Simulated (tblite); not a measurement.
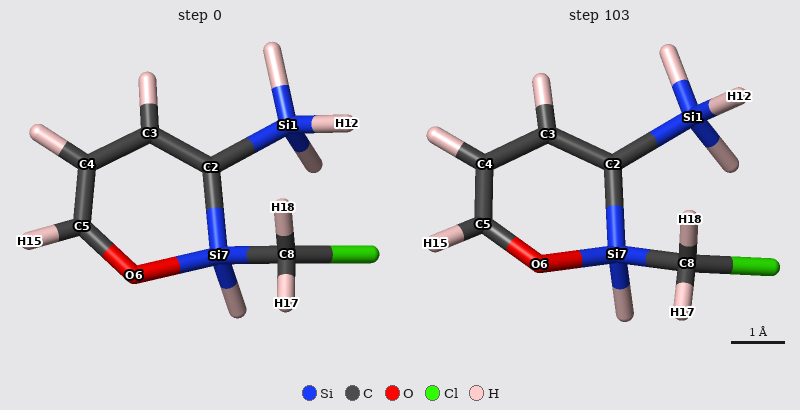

The structure of C$_{5}$H$_{9}$ClOSi$_{2}$ before (left) and after (right) a relaxation, at one scale.

The picture is a stick view, seen from a free direction.

Level of theory: GFN2-xTB geometry optimisation, gas phase (tblite 0.8.0). 

Question: What changed between the two?

Answer: The energy falls by 11.2 kcal/mol in 103 geometry steps. The largest move after the best rigid fit is that of an H atom, 0.55 Å. By element the largest moves are H 0.55 Å, O 0.28 Å, Cl 0.25 Å, Si 0.18 Å, C 0.17 Å. Near-neighbour distances that change, for instance: O–Si 1.738 → 1.650 Å, C–Si 1.814 → 1.886 Å, C–Si 1.864 → 1.906 Å, C–C 1.309 → 1.350 Å. Bond angles that change, for instance: O–Si–C 113.4° → 106.6°, C–C–Si 120.9° → 115.5°, C–C–H 117.0° → 122.3°. The run took 2.6 s on 1 thread of Intel(R) Xeon(R) Processor @ 2.70GHz, on a shared host.
